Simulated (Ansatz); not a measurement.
**AlBNH$_{6}$OF: nudged elastic band**

System: AlBNH$_{6}$OF.
Method: RKS PBE0/def2-SVP (Ansatz 0.2.0).

One setting was made poor on purpose. It belongs to a series of runs on one base structure; here: an input spoilt on purpose.

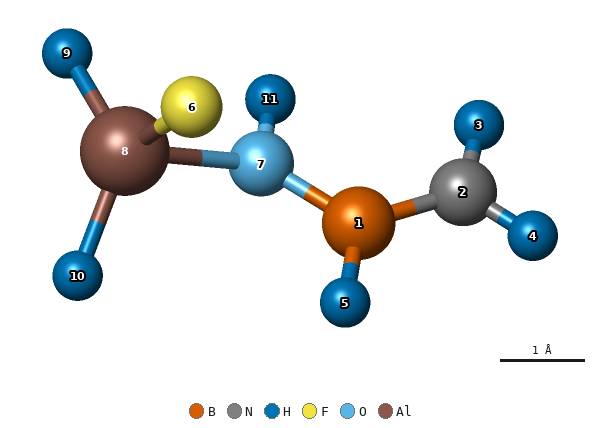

**Figure 1.** The structure as given in the input (ball-and-stick view, seen at a tilt; atoms are numbered from 1 in the order of the input). Sticks mark near contacts.

The input
```yaml
crystal:
  periodic: [false, false, false]
  atoms:
    - { symbol: B, position_ang: [0.257417, 0.51953, 0.898843] }
    - { symbol: "N", position_ang: [0.57961, -0.507891, 1.774649] }
    - { symbol: H, position_ang: [0.097856, -0.720037, 2.639687] }
    - { symbol: H, position_ang: [1.328906, -1.153371, 1.562769] }
    - { symbol: H, position_ang: [0.846832, 0.706372, -0.12947] }
    - { symbol: F, position_ang: [-2.31598, 0.998634, -1.07153] }
    - { symbol: O, position_ang: [-0.779055, 1.426099, 1.18401] }
    - { symbol: Al, position_ang: [-1.871458, 2.373718, -0.19488] }
    - { symbol: H, position_ang: [-2.980346, 2.903721, 0.829642] }
    - { symbol: H, position_ang: [-0.8263, 3.328107, -0.918869] }
    - { symbol: H, position_ang: [-1.266081, 1.289517, 2.00685] }
basis:
  gaussian: { orbitals: def2-SVP }
hamiltonian:
  xc: pbe0
neb:
  order_check: false
  images: 0
  f_tol: 0.03
  max_iterations: 8
  final_atoms:
    - { symbol: B, position_ang: [-0.37224633, 0.42807976, 0.3273954] }
    - { symbol: "N", position_ang: [0.26664808, -0.16274612, 1.76233705] }
    - { symbol: H, position_ang: [-0.46579039, -0.13207577, 2.47494684] }
    - { symbol: H, position_ang: [0.5922218, -1.12463169, 1.66169722] }
    - { symbol: H, position_ang: [0.56958856, 0.3740577, -0.46647605] }
    - { symbol: F, position_ang: [-1.38347058, -0.48953556, 0.05582702] }
    - { symbol: O, position_ang: [-0.83048864, 1.71533981, 0.67869377] }
    - { symbol: Al, position_ang: [-1.82417178, 2.97953192, 0.1431483] }
    - { symbol: H, position_ang: [-2.48456474, 2.98254473, -1.3001202] }
    - { symbol: H, position_ang: [-2.03825015, 4.17046863, 1.17214782] }
    - { symbol: H, position_ang: [1.04192514, 0.42336559, 2.07210384] }
  initial_path:
    images:
      - { positions_ang: [[0.257417, 0.51953, 0.898843], [0.57961, -0.507891, 1.774649], [0.097856, -0.720037, 2.639687], [1.328906, -1.153371, 1.562769], [0.846832, 0.706372, -0.12947], [-2.31598, 0.998634, -1.07153], [-0.779055, 1.426099, 1.18401], [-1.871458, 2.373718, -0.19488], [-2.980346, 2.903721, 0.829642], [-0.8263, 3.328107, -0.918869], [-1.266081, 1.289517, 2.00685]] }
      - { positions_ang: [[0.03576845, 0.29998235, 0.58966988], [0.40375842, -0.35757839, 1.78745625], [-0.16989039, -0.52077508, 2.61037666], [1.24123504, -0.75085352, 1.74247484], [0.70785618, 0.34655169, -0.3666562], [-2.0959064, 0.68687229, -0.85005458], [-0.57990351, 1.45116742, 0.92201404], [-1.73972031, 2.48889168, 0.03435311], [-2.97061732, 2.70761363, 0.61462595], [-0.92947358, 3.61557924, -0.31786196], [-0.83170556, 1.19694769, 1.81530301]] }
      - { positions_ang: [[-0.1858801, 0.08043469, 0.28049676], [0.22790683, -0.20726577, 1.8002635], [-0.43763679, -0.32151316, 2.58106632], [1.15356408, -0.34833603, 1.92218069], [0.56888035, -0.01326861, -0.6038424], [-1.87583281, 0.37511058, -0.62857917], [-0.38075202, 1.47623585, 0.66001809], [-1.60798263, 2.60406535, 0.26358621], [-2.96088864, 2.51150625, 0.3996099], [-1.03264716, 3.90305147, 0.28314508], [-0.39733012, 1.10437838, 1.62375602]] }
      - { positions_ang: [[-0.40752865, -0.13911296, -0.02867636], [0.05205525, -0.05695316, 1.81307075], [-0.70538318, -0.12225124, 2.55175598], [1.06589312, 0.05418145, 2.10188653], [0.42990453, -0.37308892, -0.8410286], [-1.65575921, 0.06334887, -0.40710375], [-0.18160052, 1.50130427, 0.39802213], [-1.47624494, 2.71923903, 0.49281932], [-2.95115997, 2.31539888, 0.18459385], [-1.13582074, 4.19052371, 0.88415213], [0.03704532, 1.01180907, 1.43220903]] }
      - { positions_ang: [[-0.39576788, 0.04995128, 0.09001423], [0.12358619, -0.09221748, 1.79615951], [-0.62551892, -0.12552608, 2.52615293], [0.90800268, -0.33875626, 1.95515676], [0.47646587, -0.12404004, -0.71617775], [-1.56499633, -0.12094594, -0.2527935], [-0.39789656, 1.57264945, 0.49157934], [-1.59222055, 2.80600332, 0.37626231], [-2.79562822, 2.53778083, -0.31031083], [-1.43663054, 4.18383868, 0.98015069], [0.37200526, 0.81566124, 1.6455073]] }
      - { positions_ang: [[-0.3840071, 0.23901552, 0.20870481], [0.19511714, -0.1274818, 1.77924828], [-0.54565465, -0.12880092, 2.50054989], [0.75011224, -0.73169398, 1.80842699], [0.52302722, 0.12500883, -0.5913269], [-1.47423346, -0.30524075, -0.09848324], [-0.6141926, 1.64399463, 0.58513656], [-1.70819616, 2.89276762, 0.25970531], [-2.64009648, 2.76016278, -0.80521552], [-1.73744035, 4.17715366, 1.07614925], [0.7069652, 0.61951341, 1.85880557]] }
      - { positions_ang: [[-0.37224633, 0.42807976, 0.3273954], [0.26664808, -0.16274612, 1.76233705], [-0.46579039, -0.13207577, 2.47494684], [0.5922218, -1.12463169, 1.66169722], [0.56958856, 0.3740577, -0.46647605], [-1.38347058, -0.48953556, 0.05582702], [-0.83048864, 1.71533981, 0.67869377], [-1.82417178, 2.97953192, 0.1431483], [-2.48456474, 2.98254473, -1.3001202], [-2.03825015, 4.17046863, 1.17214782], [1.04192514, 0.42336559, 2.07210384]] }
```

Hardware: 2 threads of AMD EPYC (Zen 5), 32 GiB of memory available, shared host.

Launch command:
```bash
ansatz run input.yaml --threads 2 --pin off --max-ram 3072MiB --backend cpu --events-out ev --progress --plain --runs-dir out
```

What the program printed
```
Error: 2 input errors — fix all and re-run
  1. invalid value for `neb.images`: must be ≥ 1; got 0
  2. invalid value for `neb.initial_path`: its number of entries is 7 where neb.images is 0 — a listed band holds both endpoints and every movable image in path order, neb.images + 2 = 2 entries, and is never re-spaced: set neb.images to 5, or list 2 entries
```

Outcome

| quantity | value |
| --- | --- |
| outcome | refused by the program |

The program refused the input: “2 input errors — fix all and re-run 1. invalid value for `neb.images`: must be ≥ 1; got 0 2 …” A deliberately poor setting: bad input.
